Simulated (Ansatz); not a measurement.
# C2H8AlGa: what the fields show

Input file:

```
crystal:
  periodic: [false, false, false]
  atoms:
    - {symbol: C, position_ang: [0.195635, 1.399604, 2.454384]}
    - {symbol: C, position_ang: [-1.091694, 1.896720, -0.730192]}
    - {symbol: Al, position_ang: [-0.140741, 0.877471, -2.092964]}
    - {symbol: Ga, position_ang: [-1.177307, 1.052184, 1.062554]}
    - {symbol: H, position_ang: [0.658683, 0.454575, 2.763558]}
    - {symbol: H, position_ang: [0.979719, 2.080171, 2.110232]}
    - {symbol: H, position_ang: [-0.278865, 1.831357, 3.343902]}
    - {symbol: H, position_ang: [-2.380311, 0.059159, 1.368816]}
    - {symbol: H, position_ang: [-0.594872, 2.866557, -0.595941]}
    - {symbol: H, position_ang: [-2.131278, 2.040844, -1.051976]}
    - {symbol: H, position_ang: [-0.917732, -0.160805, -3.018402]}
    - {symbol: H, position_ang: [1.434395, 1.049345, -2.264955]}
basis:
  gaussian: {orbitals: def2-TZVPD}
hamiltonian: {xc: pbe0}
output: {forces: true, orbitals: {seedname: orbitals}}
```

Launched as:

```sh
ansatz run input.yaml --threads 2 --pin off --max-ram 4350MiB --events-out events.jsonl --progress --plain --runs-dir runs
```

Geometry: B3LYP/6-31G*.

Level of theory: isolated molecule in a Gaussian basis; Kohn-Sham density functional theory, functional PBE0 (Ansatz).

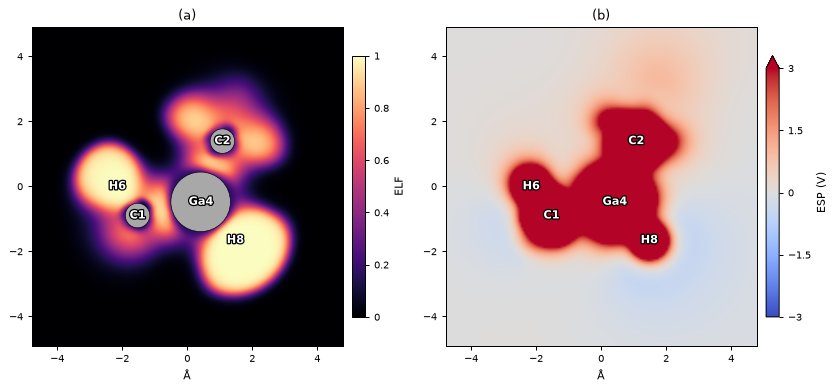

Figure 1. (a) electron localisation function; (b) electrostatic potential on the plane of atoms Ga4, C1 and H6. Grey discs cover the atomic cores in the ELF map.

Q: What does the map show?

A:
- Atoms in the plane: C, Ga and H.
- C–Ga (1.98 Å): the ELF peaks at about 0.90 in the valence shell of C, 0.7 Å from its nucleus, and is about 0.50 at the midpoint.
- C–H (1.09 Å): the ELF climbs to about 1 towards the hydrogen, as it does in any bond to H (a covalent bond by its length).
- Ga–H (1.59 Å): the ELF climbs to about 1 towards the hydrogen.
- Outside the dense part of the molecule the potential is most negative (−0.5 V) near H8.

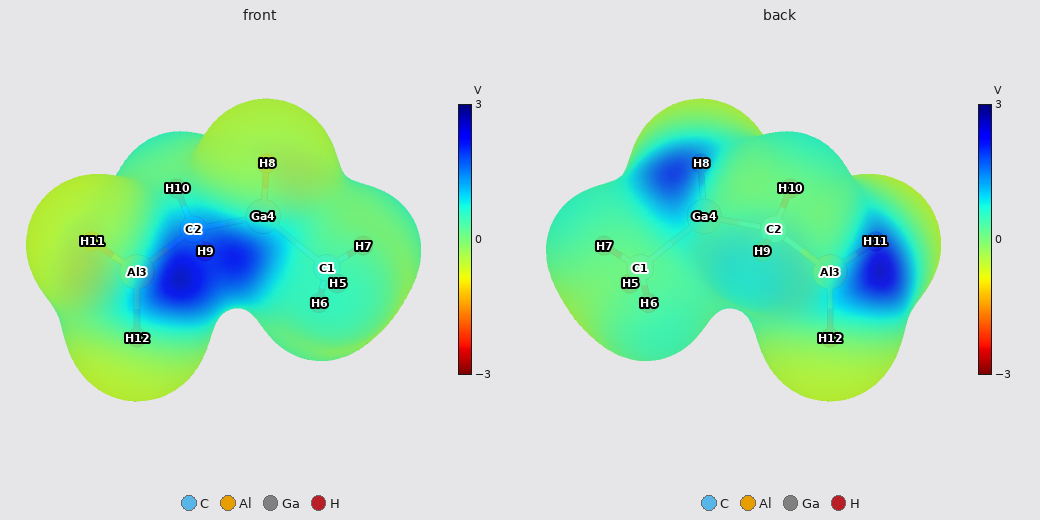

Figure 2. The electrostatic potential painted on the density surface at 0.001 e/bohr³, seen from the front and from behind; red is negative and blue positive.

Q: Which sites attract a positive test charge, and which a negative one?

A: A positive charge is drawn to the negative regions and a negative charge to the positive ones. The most negative region (about −0.5 V) lies over H11 and H12, the most positive (about +2.4 V) over Al3.

Q: What dipole moment does the calculation give?

A: Its dipole moment is 1.12 D.

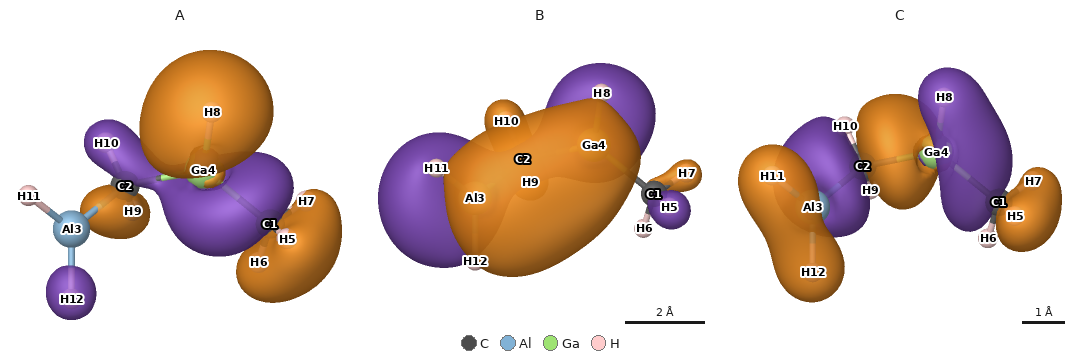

Figure 3. Three frontier orbitals at ±0.06 Å⁻³ᐟ² (orange and purple are the two phases), in no order.

Q: Order the three orbitals by energy and name them.

A: A is the HOMO−1 (−7.92 eV). It lies mainly on Ga4 (about 30 %), H8 (about 30 %) and C1 (about 25 %). C is the HOMO (−7.54 eV). By Hirshfeld shares it lies mainly on C2 (about 40 %), Ga4 (about 20 %), Al3 (about 15 %) and C1 (about 10 %). B is the LUMO (−1.67 eV). Its weight (Hirshfeld) is mainly on Al3 (about 45 %), Ga4 (about 30 %) and C2 (about 5 %).

Q: What is the HOMO–LUMO gap?

A: 5.87 eV between the orbital energies.
